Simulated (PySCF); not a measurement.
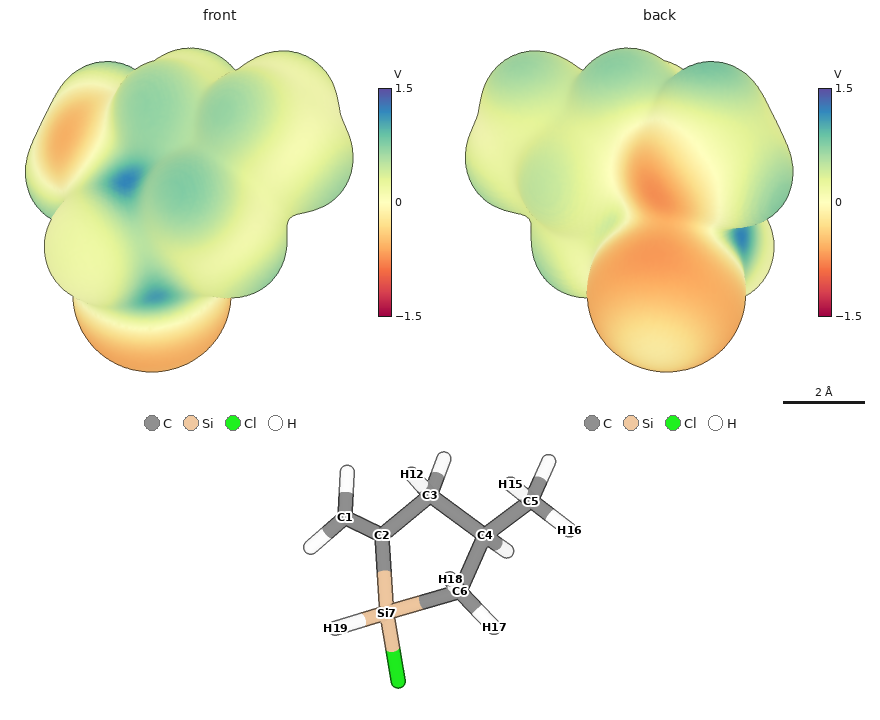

Figure 1: C$_{6}$H$_{11}$ClSi. The electrostatic potential painted on the density surface at 0.002 e/bohr³, seen from the front and from behind; red is negative and blue positive. The bare structure is drawn below in the same view.

Geometry: GFN2-xTB.

Computed with PBE0/pcSseg-1, SCF density, gas phase, non-relativistic (PySCF).

Input

```
{"job": {"kind": "nmr", "xc": "PBE0", "basis": "pcSseg-1"}, "charge": 0, "multiplicity": 1}
C     -2.175110     1.734190    -0.204663
C     -1.288423     0.786562     0.059391
C      0.196970     1.024057     0.110753
C      0.909607    -0.236717    -0.393386
C      2.413434    -0.173793    -0.156230
C      0.268804    -1.449794     0.299000
Si    -1.592254    -1.052342     0.372482
Cl    -2.651120    -1.931039    -1.109183
H     -1.884225     2.754836    -0.406388
H     -3.232364     1.528934    -0.230880
H      0.483256     1.903525    -0.468208
H      0.483701     1.198780     1.152786
H      0.726639    -0.318488    -1.470936
H      2.849047     0.682309    -0.667794
H      2.626996    -0.082654     0.907408
H      2.895959    -1.076347    -0.525126
H      0.518399    -2.369075    -0.228400
H      0.677576    -1.542951     1.306062
H     -2.236695    -1.370741     1.645851
```

Run with:

```sh
OMP_NUM_THREADS=1 python probes_run.py task.json out
```

**Describe the electrostatic potential map.**

The most negative region (about −0.7 V) lies over C1, C2 and Cl8, the most positive (about +1.1 V) over Si7.
